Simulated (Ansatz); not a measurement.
# Quasiparticle gap of CdF2 (Fm-3m)

Aim: the quasiparticle gap of CdF2 (Fm-3m), starting from PBE.

Program: Ansatz 0.2.0. Level of theory: PBE, then G0W0 on it, plane waves, PAW. Results are calculated unless marked as measured.

## Step 1: Starting point

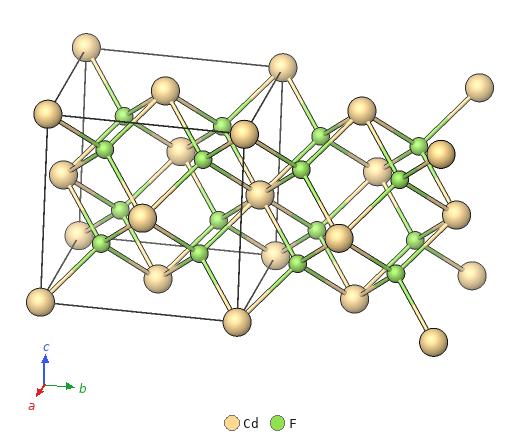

The starting structure, seen slightly off an axis (cadmium orange, fluorine green). 1×2×1 cells are drawn. This picture shows the conventional cell, with its axes. Some periodic images of atoms are drawn too.

As a file:

```cif
data_structure
_symmetry_space_group_name_H-M 'P 1'
_symmetry_Int_Tables_number 1
_cell_length_a 3.8099
_cell_length_b 3.8099
_cell_length_c 3.8099
_cell_angle_alpha 60.000
_cell_angle_beta 60.000
_cell_angle_gamma 60.000
_cell_volume 39.10
loop_
_atom_site_label
_atom_site_type_symbol
_atom_site_fract_x
_atom_site_fract_y
_atom_site_fract_z
_atom_site_occupancy
Cd1 Cd 0.00000 0.00000 0.00000 1
F2 F 0.25000 0.25000 0.25000 1
F3 F 0.75000 0.75000 0.75000 1
```

The cell and positions come from the Crystallography Open Database and are kept as given unless a step says otherwise.

## Step 2: The PBE band structure

Levels along a band path and on the mesh show where this functional puts the band edges.

This step: DFT, PBE, plane waves, PAW; PAW set soft_1.

The input, input.yaml:

```yaml
crystal:
  lattice:
    - [0.0, 2.694, 2.694]
    - [2.694, 0.0, 2.694]
    - [2.694, 2.694, 0.0]
  atoms:
    - { symbol: Cd, position: [0.0, 0.0, 0.0] }
    - { symbol: F, position: [0.25, 0.25, 0.25] }
    - { symbol: F, position: [0.75, 0.75, 0.75] }
kpoints:
  mp_grid: { grid: [8, 8, 8] }
  band_path:
    path:
      - [[0.0, 0.0, 0.0], [0.5, 0.0, 0.5], [0.625, 0.25, 0.625]]
      - [[0.375, 0.375, 0.75], [0.0, 0.0, 0.0], [0.5, 0.5, 0.5], [0.5, 0.25, 0.75], [0.5, 0.0, 0.5]]
    npoints: 10
hamiltonian:
  xc: pbe
  pseudopotentials: { kind: paw, azcp: { folder: soft_1 } }
scf:
  occupations: { method: fermi_dirac, width: 0.02 }
  n_extra_bands: 5
output:
  eigenvalues: true
  forces: true
  stress: true
```

Command:

```bash
> ansatz run input.yaml --threads 24 --pin off --max-ram 82944MiB --backend cuda --events-out ev --progress --plain --runs-dir out --devices 1 --max-vram 78GiB
```

Numbers of over 12 decimals in the logs are rounded to 6 here.

Log:

```text
scf.n_extra_bands = 5 over 17 filled bands (N_el = 34.0): the run solves 22 bands
GPUs: using 1 of 1 available (devices: 1).
Engine: ansatz 0.2.0, aarch64-unknown-linux-gnu
Pseudopotentials: kind: paw
Pseudopotential: Cd, paw, valence charge 20, recommended cutoff 420 eV (normal), soft_1/Cd.paw.azcp
Pseudopotential: F, paw, valence charge 7, recommended cutoff 420 eV (normal), soft_1/F.paw.azcp
Functional definition: PBE
  parameter kappa = 0.804
  parameter beta = 0.066725
  exchange = pbe_x(kappa = kappa, mu = beta*pi^2/3)
  correlation = pbe_c(beta = beta)
device memory: the entry about to start is reckoned to put 0.8 GiB on a device that reports 160.2 GiB free (of which the cap on the GPU budget leaves the run 78.0 GiB)
GPU FFT provider: cuFFT
GPU libraries: cuBLAS 13.8.1, cuFFT 12.4.0, cuSOLVER 12.3.2
GPU matrix products: emulated (plane waves: as basis.precision tells), large ones in fixed point in workspaces of 1.00 GiB
Crystal: 3 atoms, lattice volume = 39.104 Å³
Basis set: ecut = 420 eV, 749 PW (Γ), exchange–correlation on 54×54×54 points (8 copies of the dense FFT grid, shifted against one another)
Bands: 22, of which v1, the nominal top of the filled ones, is band 17 counted from 1 (16 counted from 0)
Symmetry: 48 space group operations
Space group: Fm-3m (ITA 225), of the structure as read, at distance tolerance 3.4e-5 Å
k-points: 29 of 512
Non-local potential: Cd, projectors of the file, l = 0: 3, l = 1: 2, l = 2: 2, l = 3: 1
Non-local potential: F, projectors of the file, l = 0: 2, l = 1: 2, l = 2: 1
PAW form: soft (Blöchl's): semilocal exchange-correlation on the pseudo side does not see the compensation charge
PAW one-centre angular grid: Cd, 590 points (default); XC on 64 Gauss nodes
PAW one-centre angular grid: F, 110 points (default); XC on 64 Gauss nodes
Initial density: superposition of atomic densities (chi_scale 0.1, normalization cell, long waves kept (reshape's long-wave potential 0.00 eV rms))
Initial wavefunctions: pseudopotential atomic-orbital guess
GPU buffer pool allocated for 19683 grid points (all kernels)
GPU transforms: local potential and band sums: pruned to the plane-wave sphere, on 25×25×25
Functional: x = pbe(κ = 0.804, μ = 0.219515), c = pbe(β = 0.066725)
SCF iter   1: F=—  HF=-9877.399804 eV  |F-HF|=—  |Δ(HF+E_count)|=         —  Δρ=2.13e-1  dr2=1.55e1  ethr=3.10e-3  ⟨swp⟩=5.0  Hψ=2822  notcnv=0
preconditioner: auto → none  [insulator: Δε(μ)=0.256 eV  Ē_g=18.309 eV  σ=0.020 eV  W_gap=0.99  n_scr=14 (ndim 8)  ℏωp=30.3 eV  f_vac=0.099  D(μ)=0.00/eV (n_scr^D=0)  ε∞_Penn≈3.7]
SCF iter   2: F=—  HF=-9873.514786 eV  |F-HF|=—  |Δ(HF+E_count)|=    3.89e0  Δρ=1.34e-1  dr2=4.32e0  ethr=3.10e-3  ⟨swp⟩=3.9  Hψ=1846  notcnv=0
SCF iter   3: F=—  HF=-9872.203040 eV  |F-HF|=—  |Δ(HF+E_count)|=    1.31e0  Δρ=2.07e-2  dr2=7.85e-2  ethr=3.10e-3  ⟨swp⟩=3.0  Hψ=1400  notcnv=0  defer=29
SCF iter   4: F=—  HF=-9872.209346 eV  |F-HF|=—  |Δ(HF+E_count)|=   6.31e-3  Δρ=6.02e-3  dr2=4.61e-3  ethr=2.31e-4  ⟨swp⟩=3.0  Hψ=1427  notcnv=0  defer=29
SCF iter   5: F=—  HF=-9872.213159 eV  |F-HF|=—  |Δ(HF+E_count)|=   3.81e-3  Δρ=5.68e-4  dr2=9.03e-5  ethr=1.36e-5  ⟨swp⟩=2.0  Hψ=1189  notcnv=0  defer=29
SCF iter   6: F=—  HF=-9872.213680 eV  |F-HF|=—  |Δ(HF+E_count)|=   5.21e-4  Δρ=3.56e-4  dr2=3.75e-5  ethr=2.66e-7  ⟨swp⟩=2.0  Hψ=1116  notcnv=0  defer=29
SCF iter   7: F=—  HF=-9872.213669 eV  |F-HF|=—  |Δ(HF+E_count)|=   1.09e-5  Δρ=7.97e-5  dr2=1.96e-6  ethr=1.10e-7  ⟨swp⟩=3.0  Hψ=1003  notcnv=0  defer=29
SCF iter   8: F=-9872.213669 eV  HF=-9872.213669 eV  |F-HF|=2.04e-8  |Δ(HF+E_count)|=   5.38e-7  Δρ=9.81e-6  dr2=3.02e-8  ethr=2.94e-10  ⟨swp⟩=7.7  Hψ=3472  notcnv=0
SCF 1 converged in 8 iterations: F = -9872.213669 eV  dr2 = 3.02e-8
  greatest PAW one-centre occupation: 1.000 electrons in one spin orbital (limit 2), on the Cd atom at site 0 (counted from 0), in its partial waves of l = 1
device memory: the entry about to start is reckoned to put 1.0 GiB on a device that reports 160.2 GiB free (of which the cap on the GPU budget leaves the run 78.0 GiB)
NSCF: frozen V_eff on 62 k-points, pencils in batches of 32, up to order 100
SCF converged after 8 iterations
Free energy (F): -9872.213669 eV
Harris-Foulkes:  -9872.213669 eV  (|F-HF|=2.04e-8)
Internal energy: -9872.213669 eV  (E = F + TS)
E sigma→0 (E₀):  -9872.213669 eV
Fermi energy:    8.001262 eV
--- Per-component energies (eV) ---
  E_band       = -481.014339
  E_kinetic    = 836.253682
  E_local      = -4266.747010  (includes V_loc(G=0)·N_el)
  E_nonlocal   = 298.645608
  E_hartree    = 1875.725990
  E_xc         = -309.689902
  E_vxc        = -392.430452  (∫ρ·V_xc dr)
  E_paw        = -4512.547412  (= ΣΔE_a)
  E_vpaw       = -708.198971  (= ΣTr[D̂ρ^β])
  E_aug_tail   = 0.002009  (compensation charges beyond the density's cutoff)
  E_ewald      = -3793.856633
  E_smearing   = -0.000000  (= −TS)
  E_closure    = -0.000000  (closes the sum)
  Σ components = -9872.213669   (vs F -9872.213669, Δ=0.00e0)
--- Forces (eV/Å), atoms counted from 1 ---
  atom   1  Cd    -0.00000000    -0.00000000    -0.00000000
  atom   2  F     -0.00000000     0.00000000    -0.00000000
  atom   3  F     -0.00000000     0.00000000     0.00000000
  max |Σ_I F_I| component: 1.62e-17 eV/Å
--- Stress (GPa, compression-positive) ---
        5.468106      -0.000000       0.000000
       -0.000000       5.468106       0.000000
        0.000000      -0.000000       5.468106
  P = ⅓ Tr σ = 5.4681 GPa (54.681 kbar)
--- Band table (eV; the first three rows and the last of 29) ---
  k-point 0: bands = [... 13 lower, 5.4533, 5.9337, 5.9337, 5.9337, 9.5294, 19.1348, 19.1348, 19.1348, ... 1 higher]
  k-point 1: bands = [... 13 lower, 5.3492, 5.8263, 5.9444, 5.9444, 10.1068, 18.4233, 19.3653, 19.3653, ... 1 higher]
  k-point 2: bands = [... 13 lower, 5.0680, 5.3082, 5.9799, 5.9799, 11.4060, 17.2495, 19.9611, 19.9611, ... 1 higher]
  k-point 28: bands = [... 13 lower, 4.9044, 4.9044, 5.8279, 6.4306, 14.5251, 17.9399, 18.1333, 18.1333, ... 1 higher]
```

Run time: 1.4 s. Hardware: 1 × NVIDIA GB200 (shared by 2 runs) with 24 threads of Arm Neoverse V2, shared host; peak memory 1.1 GiB; 2.4 s of CPU time.

In the SCF lines HF is the Harris–Foulkes energy and dr2 the Hartree energy of the density residual, in eV; the loop may stop once dr2 is under the threshold and the program's other checks hold. Hψ counts applications of the Hamiltonian.

Numbers from this step:

```
pressure             : 5.468 GPa
filled bands         : 17
gap                  : 3.099 eV
valence top at       : W
conduction bottom at : Γ
least direct gap     : 3.596 eV
```

Over mesh and path the gap is 3.099 eV, from k = (0.500, 0.250, 0.750) to k = Γ. The least direct gap found is 3.596 eV, at k = Γ. The pressure in this cell is 5 GPa; the cell is kept.

The electronic bands at the labelled points (eV, zero at the top of the highest nominally filled band):

| point | band 14 | band 15 | band 16 | band 17 | band 18 | band 19 | band 20 | band 21 |
| --- | --- | --- | --- | --- | --- | --- | --- | --- |
| Γ | -0.98 | -0.50 | -0.50 | -0.50 | 3.10 | 12.70 | 12.70 | 12.70 |
| X | -2.95 | -0.51 | -0.09 | -0.09 | 8.03 | 9.68 | 11.94 | 14.28 |
| U | -2.31 | -0.95 | -0.35 | -0.20 | 7.98 | 10.76 | 11.14 | 14.47 |
| jump to K | -2.31 | -0.95 | -0.35 | -0.20 | 7.98 | 10.76 | 11.14 | 14.47 |
| Γ | -0.98 | -0.50 | -0.50 | -0.50 | 3.10 | 12.70 | 12.70 | 12.70 |
| L | -1.84 | -1.84 | -0.40 | -0.40 | 7.20 | 9.16 | 14.51 | 14.51 |
| W | -1.53 | -1.53 | -0.60 | 0.00 | 8.09 | 11.51 | 11.70 | 11.70 |
| X | -2.95 | -0.51 | -0.09 | -0.09 | 8.03 | 9.68 | 11.94 | 14.28 |

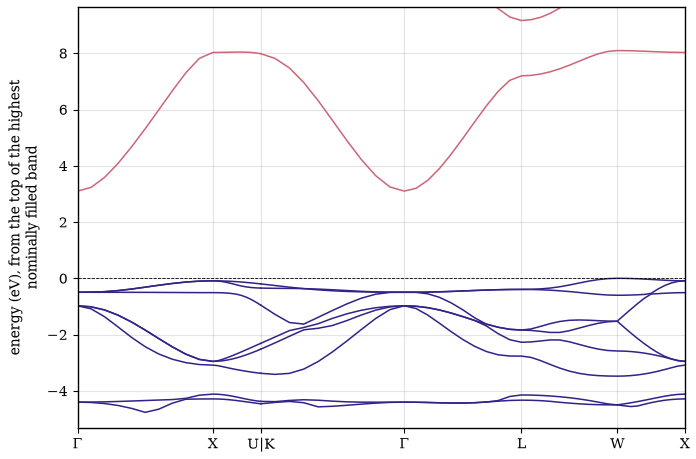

Electronic bands along the path; lines of filled and empty bands in two colours.

## Step 3: G0W0 on the 6×6×6 mesh

G0W0 replaces the xc potential by a self-energy built once from the orbitals of the start. Levels are corrected in the window of bands that the input names, at points of the mesh.

This step: G0W0 on PBE, plane waves, PAW; PAW set soft_1.

input.yaml, the sections that differ from step 2:

```yaml
kpoints:
  mp_grid: { grid: [6, 6, 6] }
scf:
  occupations: { method: fixed }
gw:
  n_empty_bands: 251
  ecut_chi: 200.0
  qp_bands: [v2, c2]
  qp_kpoints: band_edges
  screening: { model: contour_deformation }
# crystal, hamiltonian: as in step 2
# output: removed
```

Log:

```text
GPUs: using 1 of 1 available (devices: 1).
[...]
Crystal: 3 atoms, lattice volume = 39.104 Å³
Basis set: ecut = 420 eV, 749 PW (Γ)
Bands: 21, of which v1, the nominal top of the filled ones, is band 17 counted from 1 (16 counted from 0)
Symmetry: 48 space group operations
[...]
k-points: 16 of 216
[...]
SCF iter   1: F=—  HF=-9877.399067 eV  |F-HF|=—  |Δ(HF+E_count)|=         —  Δρ=2.13e-1  dr2=1.54e1  ethr=3.10e-3  ⟨swp⟩=4.8  Hψ=1266  notcnv=0  defer=27
[...]
SCF iter   8: F=-9872.213641 eV  HF=-9872.213641 eV  |F-HF|=2.03e-8  |Δ(HF+E_count)|=   5.08e-7  Δρ=9.87e-6  dr2=3.04e-8  ethr=2.94e-10  ⟨swp⟩=3.6  Hψ=1336  notcnv=0
SCF 1 converged in 8 iterations: F = -9872.213641 eV  dr2 = 3.04e-8
[...]
NSCF: frozen V_eff on 16 k-points, pencils in batches of 32, up to order 84
the band table was solved once the SCF had ended and its energy, with any forces and stress, was formed, with the checks that follow a solve (1535 applications of the Hamiltonian). They found nothing against the state; the energy, forces and stress were not computed again (output.eigenvalues in the input reference)
[...]
NSCF: frozen V_eff on 16 k-points
G₀W₀ screening: q 1/16
[... further progress lines ...]
[...]
SCF converged after 8 iterations
Free energy (F): -9872.213641 eV
[...]
Internal energy: -9872.213641 eV  (E = F + TS)
E sigma→0 (E₀):  -9872.213641 eV
Fermi energy:    6.410965 eV
[...]
1    19     18.0313    -6.1342    -4.4745   -11.5047  0.8377    18.9350    18.9273  root
     2    16      6.0077   -34.2796     5.7114   -26.8846  0.7676     4.2774     4.3240  root
     2    17      6.0077   -34.2796     5.7114   -26.8846  0.7676     4.2774     4.3240  root
     2    18     12.3705   -12.5937    -3.6026   -17.3338  0.8292    13.5201    13.5079  root
     2    19     16.5303    -7.7873    -4.1368   -12.8624  0.8330    17.4778    17.4686  root
     3    16      6.0356   -34.3253     5.7095   -26.9337  0.7678     4.3070     4.3534  root
     3    17      6.0356   -34.3253     5.7095   -26.9337  0.7678     4.3070     4.3534  root
     3    18     13.6270   -13.0369    -4.0707   -18.4820  0.8196    15.0240    15.0014  root
     3    19     15.5933    -8.5404    -3.7278   -13.1300  0.8340    16.4652    16.4551  root
     4    16      6.0106   -33.6098     5.7339   -26.2344  0.7640     4.3245     4.3690  root
     4    17      6.0106   -33.6098     5.7339   -26.2344  0.7640     4.3245     4.3690  root
     4    18     10.7066   -11.1432    -3.4759   -15.5245  0.8433    11.6177    11.6120  root
     4    19     17.8612    -5.5015    -4.5053   -10.8412  0.8430    18.7028    18.6956  root
     5    16      5.9498   -34.0403     5.7868   -26.5783  0.7643     4.2272     4.2746  root
     5    17      6.0937   -33.5465     5.7474   -26.1751  0.7633     4.4265     4.4698  root
     5    18     12.1595   -12.1096    -3.6264   -16.8348  0.8325    13.2689    13.2583  root
     5    19     16.9055    -6.7981    -4.2956   -11.9778  0.8392    17.7999    17.7895  root
     6    16      6.0010   -33.6163     5.8107   -26.1642  0.7618     4.3140     4.3596  root
     6    17      6.1074   -33.8585     5.7426   -26.4741  0.7648     4.4214     4.4655  root
     6    18     13.6979   -12.7258    -4.0960   -18.1799  0.8206    15.0778    15.0559  root
     6    19     16.0809    -8.3428    -3.8759   -13.1098  0.8312    16.9780    16.9720  root
     7    16      6.0424   -33.2314     5.8283   -25.7945  0.7595     4.3902     4.4338  root
     7    17      6.0443   -34.1545     5.7348   -26.7483  0.7664     4.3268     4.3729  root
     7    18     13.2826   -12.6401    -3.9087   -17.8246  0.8237    14.5763    14.5583  root
     7    19     16.4110    -8.2089    -4.0175   -13.1572  0.8302    17.3481    17.3418  root
     8    16      5.9725   -34.5657     5.7155   -27.1436  0.7688     4.2179     4.2660  root
     8    17      6.0081   -33.0678     5.8118   -25.6515  0.7593     4.3602     4.4036  root
     8    18     11.6434   -12.1346    -3.4884   -16.6531  0.8350    12.6820    12.6735  root
     8    19     17.2812    -6.7849    -4.3363   -12.0205  0.8347    18.1893    18.1805  root
     9    16      6.2264   -33.3055     5.7704   -25.9514  0.7614     4.6022     4.6427  root
     9    17      6.2264   -33.3055     5.7704   -25.9514  0.7614     4.6022     4.6427  root
     9    18     12.8676   -11.6756    -3.8958   -16.7521  0.8308    14.0624    14.0484  root
     9    19     16.5435    -6.2323    -4.3636   -11.4404  0.8473    17.3959    17.3880  root
    10    16      6.0928   -32.9038     5.8301   -25.4873  0.7581     4.4640     4.5064  root
    10    17      6.2613   -33.4531     5.7732   -26.0928  0.7619     4.6335     4.6741  root
    10    18     14.0719   -12.2136    -4.2897   -17.8892  0.8208    15.4809    15.4577  root
    10    19     16.4674    -7.3007    -4.2026   -12.3972  0.8382    17.3669    17.3613  root
    11    16      6.0742   -32.6701     5.9164   -25.1881  0.7545     4.4666     4.5086  root
    11    17      6.1668   -33.6871     5.7655   -26.2996  0.7633     4.5017     4.5448  root
    11    18     14.2175   -12.4993    -4.3262   -18.2513  0.8184    15.6685    15.6432  root
[...]
13    16      5.9095   -32.9382     5.9218   -25.4058  0.7556     4.2533     4.2990  root
    13    17      6.2445   -33.4958     5.7791   -26.1256  0.7619     4.6125     4.6534  root
    13    18     13.4138   -12.3482    -3.9913   -17.6224  0.8243    14.7150    14.6965  root
    13    19     16.6758    -7.4574    -4.1562   -12.5084  0.8367    17.5789    17.5706  root
    14    16      5.9042   -32.6025     5.9556   -25.0557  0.7532     4.2679     4.3130  root
    14    17      6.3072   -33.5644     5.7802   -26.1996  0.7621     4.6824     4.7226  root
    14    18     14.2387   -12.5640    -4.3485   -18.3526  0.8178    15.7049    15.6788  root
    14    19     16.7609    -8.2694    -3.9290   -13.0885  0.8317    17.6607    17.6510  root
    15    16      5.8483   -31.9864     6.0592   -24.3668  0.7476     4.2433     4.2880  root
    15    17      6.4110   -33.4992     5.7875   -26.1523  0.7614     4.8133     4.8517  root
    15    18     14.5083   -12.3589    -4.4874   -18.3170  0.8174    16.0078    15.9788  root
    15    19     17.1123    -8.2097    -4.3973   -13.6512  0.8298    18.1741    18.1564  root
```

The job ended after 6.4 s (1 × NVIDIA GB200 (shared by 2 runs) with 24 threads; peak memory 1.4 GiB; 26 s of CPU time).

Numbers from this step:

```
bands summed                                    : 268
RPA ε∞ on this mesh (eigenvalues)               : 2.760, 2.760, 2.760
plane waves in the screening matrix             : 259
q-points in the mesh                            : 216
G0W0 gap over the corrected points              : 5.463 eV
k of the valence top                            : 0.1667, -0.5, -0.3333
k of the conduction bottom                      : 0, 0, 0
starting gap on the mesh                        : 3.118 eV
Z at the valence top                            : 0.7614
Z at the conduction bottom                      : 0.8563
least direct G0W0 gap over the corrected points : 6.121 eV
```

Over all 16 irreducible mesh points the G0W0 gap is 5.463 eV, from k = (0.167, -0.500, -0.333) to k = Γ. The PBE gap of this run on the mesh is 3.118 eV. The two states that bound the G0W0 gap lie that far apart at the start, so the correction of the gap is 5.463 − 3.118 = +2.345 eV. The start of this run differs from the step before in mesh (8×8×8 and 6×6×6).

Labels follow the order of the start: v1 is the top filled band, c1 the lowest empty one; levels that stay degenerate share a row, the window can cut a multiplet, doubted levels are not marked in this list, bands outside the window were not corrected, and the list may be a part of the corrected levels. Levels before and after the correction, in eV, zero at the valence-band top of each column:

|  | conduction bottom | valence top |
| --- | --- | --- |
| Kohn-Sham | 3.12 | 0.00 |
| G0W0 | 5.46 | 0.00 |

|  | level | occupation | energy (eV) |
| --- | --- | --- | --- |
| Kohn-Sham | Γ v2-v1 | 2 | -0.477 |
| Kohn-Sham | Γ c1 | 0 | 3.118 |
| Kohn-Sham | Γ c2 | 0 | 12.724 |
| Kohn-Sham | (0.167 -0.5 -0.333) v2 | 2 | -0.563 |
| Kohn-Sham | (0.167 -0.5 -0.333) v1 | 2 | 0.000 |
| Kohn-Sham | (0.167 -0.5 -0.333) c1 | 0 | 8.097 |
| Kohn-Sham | (0.167 -0.5 -0.333) c2 | 0 | 10.701 |
| G0W0 | Γ v2-v1 | 2 | -0.658 |
| G0W0 | Γ c1 | 0 | 5.463 |
| G0W0 | Γ c2 | 0 | 15.198 |
| G0W0 | (0.167 -0.5 -0.333) v2 | 2 | -0.564 |
| G0W0 | (0.167 -0.5 -0.333) v1 | 2 | 0.000 |
| G0W0 | (0.167 -0.5 -0.333) c1 | 0 | 11.127 |
| G0W0 | (0.167 -0.5 -0.333) c2 | 0 | 13.305 |

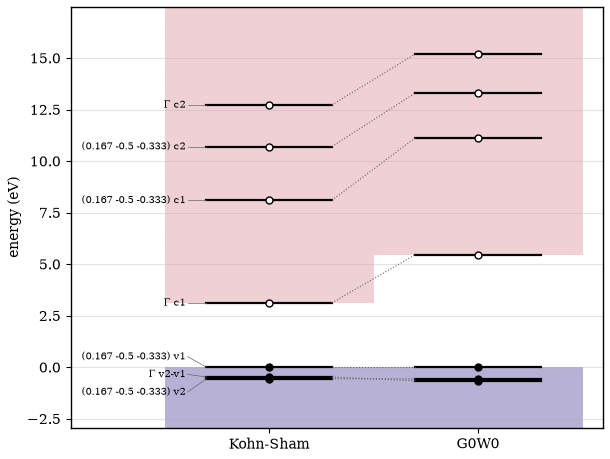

Levels before and after the correction. Shaded: valence and conduction bands. Filled marks are occupied levels, open marks empty ones.

The parts of the quasiparticle energy for the two states that bound the G0W0 gap, in eV on the run's own scale (QP = start + Σx + Σc − Vxc, with Σc at the quasiparticle energy):

| edge | k | band | start | Σx | Σc | Vxc | Z | QP |
| --- | --- | --- | --- | --- | --- | --- | --- | --- |
| valence top | (0.167, -0.500, -0.333) | 17 | 6.411 | −33.499 | 5.787 | −26.152 | 0.761 | 4.852 |
| conduction bottom | Γ | 18 | 9.529 | −9.256 | −3.717 | −13.759 | 0.856 | 10.315 |

(Continued in part 2 of 2.)

[Paths, hosts, dates, memory and timing lines, banners, echoed tables and standing remarks are left out of the program output.]

[Logs are printed without paths, hosts, clocks, repeated set-up lines and the standing remarks that a program may print on its own settings, such as how far it seeks lower states.]

[Runs of the session that timed out or met a known fault of the program may be left out.]

[Cells called generated may have been cut or substituted from an entry of the Crystallography Open Database or the Materials Project.]

[Hosts, paths, dates, database ids (printed as entryN), source tags and the programs' standing remarks are cut or masked in the printed files.]

[Where an RPA ε∞ is given, it is that of the G0W0 mesh and is not shown converged in it. Names of k-points follow the symmetry that the program found, which can be lower than the space group named. Band edges on a path are those of the sampled points; other points can move an edge, and change direct to indirect where valleys lie close.]

[Hybrid gaps are those of their k-mesh and are not shown converged in it.]
